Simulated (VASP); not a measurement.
# SrScIr2 with r2SCAN: from relaxation to properties, part 4 of 4

Wanted: the relaxed cell of SrScIr2 and its properties. The cell is generated by rule, not measured, and may not be a known phase. Left out of this account: 1 further run (core levels: core levels are not valid at this level).

VASP 6.6.1, plane waves and PAW; the level of theory is named at each step.

Still holding for the runs below: This run has no spin polarisation. Its electron count is odd, so without a moment it is a metal by construction.

So far. Step 5 (Band structure (r2SCAN)): There is no gap at this level. Step 6 (Total and projected DOS (r2SCAN)): The finer mesh and the other smearing move the Fermi level by -0.07 eV from the 6×6×4 run, one measure of the sampling error in the zero of the bands above. Of the states within 0.3 eV of the Fermi level, the largest shares in the PAW spheres are Ir d 50 % and Sc d 17 %. The rest lies in smaller channels or between the spheres. The relaxed cell has a = 4.632, c = 5.256 Å (conventional setting).

## (7) Independent-particle dielectric function (r2SCAN)

Level of this step: r2SCAN; plane waves and PAW (Sr_sv, Sc_sv, Ir); invented cell (VASP).

LOPTICS sums transitions from filled to empty bands. NBANDS is raised for it.

The input, INCAR:

```
SYSTEM = SrScIr2
PREC = Accurate
ENCUT = 400
EDIFF = 1E-06
NELM = 100
ISMEAR = 0
SIGMA = 0.05
LREAL = .FALSE.
ALGO = Normal
METAGGA = R2SCAN
LASPH = .TRUE.
NBANDS = 51
LORBIT = 11
LWAVE = .FALSE.
LCHARG = .FALSE.
KPAR = 2
LOPTICS = .TRUE.
NEDOS = 1500
CSHIFT = 0.1
```

The input, POSCAR:

```
SrScIr2
1.0
    4.6319270953     -0.0000000003      0.0000000000
   -2.3159635533      4.0113665349      0.0000000000
    0.0000000000      0.0000000000      5.2559482474
Sr Sc Ir
1 1 2
Direct
    0.6666666700      0.3333333300      0.5000000000
    0.3333333300      0.6666666700      0.5000000000
    0.3333333300      0.6666666700      0.0000000000
    0.6666666700      0.3333333300      0.0000000000
```

The input, KPOINTS:

```
Automatic mesh
0
Gamma
8 8 6
0 0 0
```

PAW data sets: Sr_sv, Sc_sv and Ir (PBE family, release 64).

The run is started by

```console
mpirun -np 2 vasp_std
```

Log:

```text
[... set-up lines as in an earlier step ...]
 entering main loop
       N       E                     dE             d eps       ncg     rms          rms(c)
DAV:   1     0.257628611893E+03    0.25763E+03   -0.13925E+04  4096   0.619E+02
DAV:   2    -0.117098210592E+03   -0.37473E+03   -0.34094E+03  4169   0.234E+02
DAV:   3    -0.138081571226E+03   -0.20983E+02   -0.20220E+02  5688   0.619E+01
DAV:   4    -0.139644398175E+03   -0.15628E+01   -0.13682E+01  7328   0.963E+00
DAV:   5    -0.139675183318E+03   -0.30785E-01   -0.30761E-01  5184   0.135E+00    0.349E+01
DAV:   6    -0.127034748844E+03    0.12640E+02   -0.12087E+01  6816   0.185E+01    0.137E+01
DAV:   7    -0.129095302925E+03   -0.20606E+01   -0.31102E+01  6416   0.131E+01    0.214E+01
DAV:   8    -0.126217973873E+03    0.28773E+01   -0.35609E+01  5850   0.155E+01    0.779E+00
DAV:   9    -0.126333600479E+03   -0.11563E+00   -0.89318E-01  5137   0.514E+00    0.410E+00
DAV:  10    -0.126228701531E+03    0.10490E+00   -0.30962E-01  5282   0.340E+00    0.205E+00
DAV:  11    -0.126211598276E+03    0.17103E-01   -0.84625E-02  5683   0.173E+00    0.549E-01
DAV:  12    -0.126212306520E+03   -0.70824E-03   -0.13470E-02  6087   0.673E-01    0.187E-01
DAV:  13    -0.126212484440E+03   -0.17792E-03   -0.11572E-03  6367   0.196E-01    0.650E-02
DAV:  14    -0.126212529670E+03   -0.45231E-04   -0.12177E-04  5714   0.455E-02    0.316E-02
DAV:  15    -0.126212540535E+03   -0.10864E-04   -0.88351E-06  6014   0.165E-02    0.113E-02
DAV:  16    -0.126212545012E+03   -0.44770E-05   -0.28264E-06  4359   0.692E-03    0.289E-03
DAV:  17    -0.126212545407E+03   -0.39538E-06   -0.26574E-07  3681   0.252E-03
   1 F= -.12621255E+03 E0= -.12620891E+03  d E =-.727315E-02
 optical routines
 imaginary and real dielectric function
 direction            1
 direction            2
 direction            3
```

Elapsed: 2.2 min, on 2 MPI ranks of Intel Xeon 6975P-C (Granite Rapids), shared host; peak memory 0.71 GiB.

Parts of OUTCAR (step 7):

```text
   k-points           NKPTS =     40   k-points in BZ     NKDIM =     40   number of bands    NBANDS=     51

   NELECT =      39.0000    total number of electrons

 E-fermi :   3.7580

 k-point     1 :       0.0000    0.0000    0.0000
  band No.  band energies     occupation
    ...
     16       1.8599      2.00000
     17       1.8599      2.00000
     18       2.7958      2.00000
     19       2.7958      2.00000
     20       2.9784      2.00000
     21       5.3463      0.00000
     22       5.3464      0.00000
     23       5.4405      0.00000
     24       6.2904      0.00000
     25       6.2904      0.00000
    ...

  Total       -0.1343314     -0.1343314      0.3723179      0.0000000      0.0000000      0.0000000
  in kB       -2.2038541     -2.2038541      6.1082863      0.0000000      0.0000000      0.0000000
  external PRESSURE =       0.5668593 kB  Pullay stress =       0.0000000 kB

 POSITION                                       TOTAL-FORCE (eV/Angst)
 -----------------------------------------------------------------------------------
      2.31596      1.33712      2.62797        -0.000000      0.000000      0.000000
     -0.00000      2.67424      2.62797        -0.000000     -0.000000      0.000000
     -0.00000      2.67424      0.00000        -0.000000     -0.000000      0.000000
      2.31596      1.33712      0.00000         0.000000     -0.000000      0.000000
 -----------------------------------------------------------------------------------
    total drift:                                0.000011     -0.000006     -0.000000

  FREE ENERGIE OF THE ION-ELECTRON SYSTEM (eV)
  ---------------------------------------------------
  free  energy   TOTEN  =      -126.2125454073 eV

  energy  without entropy=     -126.2052722562  energy(sigma->0) =     -126.20890883

 plasma frequency squared (from intraband transitions) (eV^2)
  --------------------------------------------------------------------------------------
      28.602      -0.000       0.000
      -0.000      28.602      -0.000
      -0.000       0.000      11.130

[... 7 parts as in an earlier step ...]

[... 9 further parts left out ...]
```

These are independent-particle spectra without excitons or local fields, and fine structure depends on the mesh and on CSHIFT. The intraband (Drude) part is not in this spectrum.

This step gave:

* SCF cycles: 17
* bands: 51
* free energy (TOTEN): -126.2125 eV
* energy at zero smearing: -126.2089 eV
* Fermi energy: 3.758 eV
* pressure: 0.05669 GPa

The imaginary dielectric function has structure finer than the step of the table below, so its rows give means over 2 eV, whole bins alone (the curve runs from 0 to 24.9 eV). Peaks (eV: height): xx 0.2: 46.5, 1.0: 27.8; zz 0.1: 35.6, 0.5: 18.8, 3.6: 21.4, 4.4: 36.7, 6.3: 10.8.

Table of imaginary dielectric function by photon energy; means over each step:

| photon energy (eV) | xx | zz |
| --- | --- | --- |
| 2 | 15.9 | 11.7 |
| 4 | 7.89 | 19.3 |
| 6 | 3.25 | 7.11 |
| 8 | 1.75 | 3.42 |
| 10 | 1.51 | 1.27 |
| 12 | 1.02 | 0.722 |
| 14 | 0.856 | 0.533 |
| 16 | 0.754 | 0.677 |
| 18 | 1.07 | 0.697 |
| 20 | 1.39 | 0.677 |
| 22 | 1.07 | 0.800 |

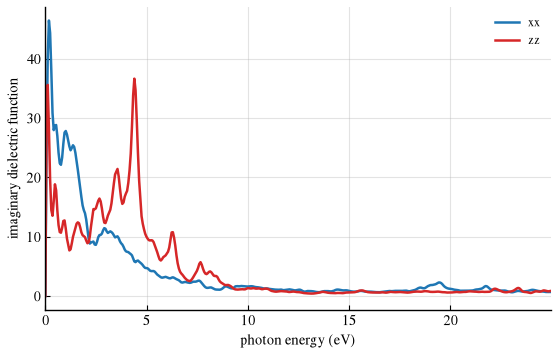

Imaginary dielectric function, plotted against photon energy.

Table of real dielectric function by photon energy:

| photon energy (eV) | xx | zz |
| --- | --- | --- |
| 0.0 | 95.4 | 79.2 |
| 2.5 | 2.86 | 14.7 |
| 5.0 | -1.76 | -7.96 |
| 7.5 | -0.459 | -1.43 |
| 10.0 | 0.314 | -1.46 |
| 12.5 | 0.450 | -0.606 |
| 15.0 | 0.634 | 0.338 |
| 17.5 | 1.14 | 0.449 |
| 20.0 | 0.171 | 0.579 |
| 22.5 | 0.239 | 0.314 |

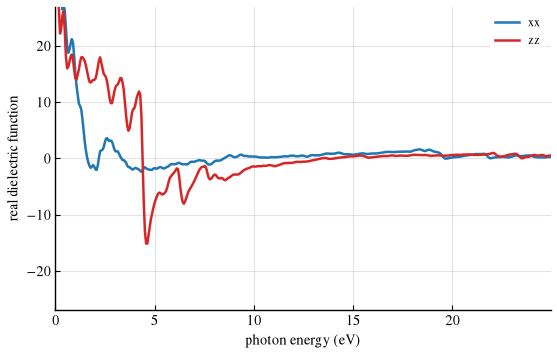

Real dielectric function against photon energy. Below 1 eV the curve runs off the scale.

## (8) Bands along the symmetry lines (r2SCAN + SOC)

This step: r2SCAN, spin-orbit coupling; plane waves and PAW (Sr_sv, Sc_sv, Ir); invented cell (VASP 6.6.1).

Levels along the symmetry lines show where the bands peak and cross; KPOINTS_OPT computes them in the converged potential. Spin-orbit coupling needs spinors and the noncollinear program, where each band holds one electron.

Edit INCAR of step 7 so:

```diff
@@ -11,3 +11,8 @@
 LASPH = .TRUE.
-NBANDS = 51
+LNONCOLLINEAR = .TRUE.
+MAGMOM = 0 0 0 0 0 0 0 0 0 0 0 0
+NBANDS = 50
+GGA_COMPAT = .FALSE.
+LSORBIT = .TRUE.
+LMAXMIX = 4
 LORBIT = 11
@@ -16,4 +21 @@
 KPAR = 2
-LOPTICS = .TRUE.
-NEDOS = 1500
-CSHIFT = 0.1
```

POSCAR is that of step 7.

The input, KPOINTS:

```
Automatic mesh
0
Gamma
5 5 4
0 0 0
```

The input, KPOINTS_OPT:

```
Line mode
16
Line-mode
Reciprocal
  0.00000000   0.00000000   0.00000000 GAMMA
  0.50000000   0.00000000   0.00000000 M

  0.50000000   0.00000000   0.00000000 M
  0.33333333   0.33333333   0.00000000 K

  0.33333333   0.33333333   0.00000000 K
  0.00000000   0.00000000   0.00000000 GAMMA

  0.00000000   0.00000000   0.00000000 GAMMA
  0.00000000   0.00000000   0.50000000 A

  0.00000000   0.00000000   0.50000000 A
  0.50000000   0.00000000   0.50000000 L

  0.50000000   0.00000000   0.50000000 L
  0.33333333   0.33333333   0.50000000 H

  0.33333333   0.33333333   0.50000000 H
  0.00000000   0.00000000   0.50000000 A

  0.50000000   0.00000000   0.50000000 L
  0.50000000   0.00000000   0.00000000 M

  0.33333333   0.33333333   0.00000000 K
  0.33333333   0.33333333   0.50000000 H
```

The run is started by

```console
mpirun -np 2 vasp_ncl
```

Log:

```text
[... set-up lines as in an earlier step ...]
 entering main loop
       N       E                     dE             d eps       ncg     rms          rms(c)
DAV:   1     0.373532515250E+03    0.37353E+03   -0.15386E+04  2140   0.129E+03
DAV:   2    -0.813201433469E+02   -0.45485E+03   -0.44412E+03  2124   0.499E+02
DAV:   3    -0.134379351310E+03   -0.53059E+02   -0.49268E+02  3446   0.161E+02
DAV:   4    -0.139994443601E+03   -0.56151E+01   -0.53189E+01  3624   0.543E+01
DAV:   5    -0.140447825248E+03   -0.45338E+00   -0.44433E+00  3888   0.133E+01    0.405E+01
DAV:   6    -0.127903377705E+03    0.12544E+02   -0.19585E+01  3360   0.380E+01    0.176E+01
DAV:   7    -0.130172629512E+03   -0.22693E+01   -0.29711E+01  3672   0.309E+01    0.244E+01
DAV:   8    -0.127073643508E+03    0.30990E+01   -0.27066E+01  3472   0.381E+01    0.960E+00
DAV:   9    -0.127205712772E+03   -0.13207E+00   -0.27379E+00  3134   0.126E+01    0.606E+00
DAV:  10    -0.127095315165E+03    0.11040E+00   -0.48923E-01  3066   0.807E+00    0.307E+00
DAV:  11    -0.127063947964E+03    0.31367E-01   -0.13921E-01  3272   0.367E+00    0.148E+00
DAV:  12    -0.127062726795E+03    0.12212E-02   -0.11348E-01  3184   0.215E+00    0.633E-01
DAV:  13    -0.127062128229E+03    0.59857E-03   -0.93786E-03  3488   0.771E-01    0.296E-01
DAV:  14    -0.127061622388E+03    0.50584E-03   -0.27497E-03  3536   0.399E-01    0.134E-01
DAV:  15    -0.127061598570E+03    0.23817E-04   -0.51399E-04  3672   0.174E-01    0.664E-02
DAV:  16    -0.127061608739E+03   -0.10169E-04   -0.34887E-05  3502   0.452E-02    0.398E-02
DAV:  17    -0.127061619749E+03   -0.11010E-04   -0.40164E-05  2704   0.426E-02    0.223E-02
DAV:  18    -0.127061617115E+03    0.26341E-05   -0.11215E-05  2900   0.249E-02    0.561E-03
DAV:  19    -0.127061617863E+03   -0.74809E-06   -0.18743E-06  2298   0.114E-02
   1 F= -.12706162E+03 E0= -.12705793E+03  d E =-.737027E-02  mag=    -0.0000    -0.0000    -0.0000
 Start KPOINTS_OPT (optional k-point list driver)
k-point batch [1-21\144]
       N       E                     dE             ncg
DAV:   1     0.302717204179E+04   -0.64587E+04     2172
DAV:   2    -0.672777424141E+04   -0.97549E+04     2116
DAV:   3    -0.780614713536E+04   -0.10784E+04     3190
DAV:   4    -0.792167755246E+04   -0.11553E+03     3552
DAV:   5    -0.792865182140E+04   -0.69743E+01     3704
DAV:   6    -0.792899533806E+04   -0.34352E+00     3512
DAV:   7    -0.792901169529E+04   -0.16357E-01     3784
DAV:   8    -0.792901254690E+04   -0.85161E-03     3576
DAV:   9    -0.792901259141E+04   -0.44509E-04     3464
DAV:  10    -0.792901259324E+04   -0.18330E-05     2000
DAV:  11    -0.792901259344E+04   -0.20104E-06     1768
[...]
k-point batch [127-144\144]
       N       E                     dE             ncg
DAV:   1     0.495287811357E+04   -0.14995E+05     1856
DAV:   2    -0.328505168417E+04   -0.82379E+04     1808
DAV:   3    -0.415826591186E+04   -0.87321E+03     2832
DAV:   4    -0.425103415166E+04   -0.92768E+02     3024
DAV:   5    -0.425790395892E+04   -0.68698E+01     3288
DAV:   6    -0.425831843533E+04   -0.41448E+00     2944
DAV:   7    -0.425834042350E+04   -0.21988E-01     3296
DAV:   8    -0.425834208199E+04   -0.16585E-02     3032
DAV:   9    -0.425834216987E+04   -0.87881E-04     3070
DAV:  10    -0.425834217683E+04   -0.69652E-05     2120
DAV:  11    -0.425834217722E+04   -0.38943E-06     1572
```

Wall time 19 min (2 MPI ranks); peak memory 0.89 GiB.

OUTCAR, selected parts (step 8):

```text
   k-points           NKPTS =     21   k-points in BZ     NKDIM =     21   number of bands    NBANDS=     50

   NELECT =      39.0000    total number of electrons

 E-fermi :   3.7694

 k-point     1 :       0.0000    0.0000    0.0000
  band No.  band energies     occupation
    ...
     36       2.5935      1.00000
     37       3.0169      1.00000
     38       3.0169      1.00000
     39       3.0293      1.00000
     40       3.0293      1.00000
     41       5.3603      0.00000
     42       5.3603      0.00000
     43       5.3780      0.00000
     44       5.3780      0.00000
     45       5.4624      0.00000
    ...

  Total       -0.0895306     -0.0895306      1.2004377      0.0000000     -0.0000000      0.0000000
  in kB       -1.4688489     -1.4688489     19.6945043      0.0000000     -0.0000000      0.0000000
  external PRESSURE =       5.5856022 kB  Pullay stress =       0.0000000 kB

 POSITION                                       TOTAL-FORCE (eV/Angst)
 -----------------------------------------------------------------------------------
      2.31596      1.33712      2.62797         0.000000      0.000000      0.000000
     -0.00000      2.67424      2.62797         0.000000     -0.000000      0.000000
     -0.00000      2.67424      0.00000         0.000000      0.000000      0.000000
      2.31596      1.33712      0.00000        -0.000000      0.000000      0.000000
 -----------------------------------------------------------------------------------
    total drift:                                0.000011     -0.000006     -0.000000

  FREE ENERGIE OF THE ION-ELECTRON SYSTEM (eV)
  ---------------------------------------------------
  free  energy   TOTEN  =      -127.0616178628 eV

  energy  without entropy=     -127.0542475881  energy(sigma->0) =     -127.05793273

 Spin-Orbit-Coupling matrix elements
 Ion:    1  E_soc:     -0.1698371
 Ion:    2  E_soc:     -0.0074123
 Ion:    3  E_soc:     -0.7442863
 Ion:    4  E_soc:     -0.7698792

 magnetization (x)
# of ion       s       p       d       tot
------------------------------------------
    1        0.000  -0.000   0.000   0.000
    2        0.000   0.000   0.000   0.000
    3        0.000  -0.000   0.000   0.000
    4       -0.000   0.000  -0.000  -0.000
--------------------------------------------------
tot          0.000   0.000  -0.000  -0.000

 magnetization (y)
# of ion       s       p       d       tot
------------------------------------------
    1       -0.000  -0.000   0.000   0.000
    2       -0.000  -0.000   0.000   0.000
    3       -0.000   0.000  -0.000  -0.000
    4        0.000  -0.000   0.000   0.000
--------------------------------------------------
tot         -0.000  -0.000   0.000  -0.000

 magnetization (z)
# of ion       s       p       d       tot
------------------------------------------
    1       -0.000  -0.000  -0.000  -0.000
    2       -0.000   0.000  -0.000  -0.000
    3        0.000  -0.000  -0.000  -0.000
    4        0.000  -0.000   0.000  -0.000
--------------------------------------------------
tot         -0.000  -0.000  -0.000  -0.000

[... 6 parts as in an earlier step ...]

[... 10 further parts left out ...]
```

Numbers from this step:

| Item | Value |
| --- | --- |
| SCF cycles | 19 |
| bands | 50 |
| irreducible k-points | 21 |
| free energy (TOTEN) | -127.0616 eV |
| energy at zero smearing | -127.0579 eV |
| Fermi energy | 3.769 eV |
| pressure | 0.5586 GPa |

On-site spin-orbit energy by atom:

| atom | on-site spin-orbit energy (eV) |
| --- | --- |
| Sr1 | -0.170 |
| Sc2 | -0.007 |
| Ir3 | -0.744 |
| Ir4 | -0.770 |

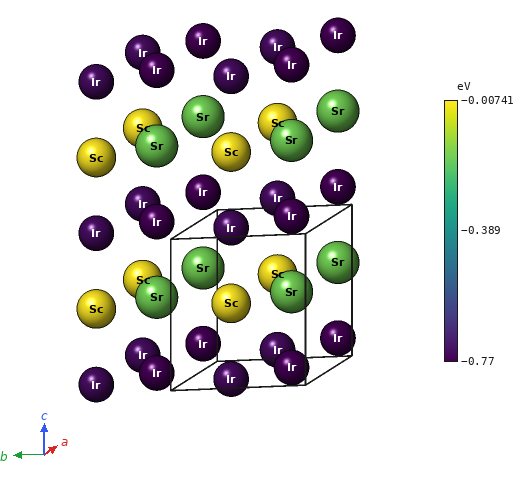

Atoms coloured by on-site spin-orbit energy. 2×2×2 cells are drawn. Some periodic images of atoms are drawn too.

Electronic bands along the path, in eV, zero at the Fermi level; # counts the bands kept, so #1 is VASP's band 17:

| point | #20 | #21 | #22 | #23 | #24 | #25 | #26 | #27 |
| --- | --- | --- | --- | --- | --- | --- | --- | --- |
| Γ | -1.18 | -0.75 | -0.75 | -0.74 | -0.74 | 1.59 | 1.59 | 1.61 |
| M | -0.44 | 0.07 | 0.07 | 0.36 | 0.36 | 0.78 | 0.78 | 1.18 |
| K | -0.24 | -0.12 | 0.00 | 0.18 | 0.33 | 1.05 | 1.06 | 1.21 |
| Γ | -1.18 | -0.75 | -0.75 | -0.74 | -0.74 | 1.59 | 1.59 | 1.61 |
| A | -0.94 | -0.49 | -0.49 | -0.15 | -0.15 | 0.46 | 0.46 | 0.93 |
| L | -0.39 | -0.17 | -0.17 | -0.03 | -0.03 | 0.32 | 0.32 | 0.72 |
| H | -0.48 | -0.27 | -0.16 | -0.06 | 0.11 | 0.16 | 0.19 | 1.14 |
| A | -0.94 | -0.49 | -0.49 | -0.15 | -0.15 | 0.46 | 0.46 | 0.93 |
| jump to L | -0.39 | -0.17 | -0.17 | -0.03 | -0.03 | 0.32 | 0.32 | 0.72 |
| M | -0.44 | 0.07 | 0.07 | 0.36 | 0.36 | 0.78 | 0.78 | 1.18 |
| jump to K | -0.24 | -0.12 | 0.00 | 0.18 | 0.33 | 1.05 | 1.06 | 1.21 |
| H | -0.48 | -0.27 | -0.16 | -0.06 | 0.11 | 0.16 | 0.19 | 1.14 |

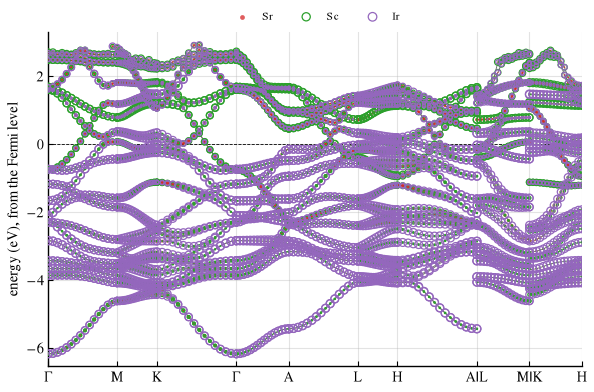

Electronic bands along the path; dots are coloured as in the legend, and their area grows with the weight.

At these settings, which differ from those of the relaxation, the cell is under a pressure of 0.6 GPa.

## (9) Outcome

| Quantity | Value |
| --- | --- |
| relaxed volume | 24.41 Å³/atom |
| relaxed conventional cell a, b, c | 4.632, 4.632, 5.256 Å; angles 90.0, 90.0, 120.0° |
| space group after relaxing, within 0.02 Å | P-6m2 (No. 187) |
| band gap | none, a metal |
| DOS at the Fermi level | 5.90 states/eV/cell |
| band gap (r2SCAN + SOC) | none, a metal |

In words: With r2SCAN, SrScIr2 relaxes to 24.41 Å³/atom in space group P-6m2 (held by the symmetry of the run) and comes out as a metal. Band structure (r2SCAN): Of the bands kept, 2 cross the Fermi level on this path. Bands along the symmetry lines (r2SCAN + SOC): Of the bands kept, 4 cross the Fermi level on this path (spinor bands, one electron each). The k-sampling is coarse for a metal, so the Fermi level, pressures and the shape of the cell carry errors. With an odd electron count and no spin the cell is a metal by construction. No search among competing phases was made. All values are for a static lattice at zero temperature.

[Lines on the potential files, build, host, timing and source positions are cut from VASP's logs without a mark.]

[Logs are printed without paths, hosts, clocks, repeated set-up lines and the standing remarks that a program may print on its own settings, such as how far it seeks lower states.]

[Hosts, paths, dates, database ids (printed as entryN), source tags and the programs' standing remarks are cut or masked in the printed files.]

[A measured line is paired with the nearest computed mode of its activity, which favours agreement.]
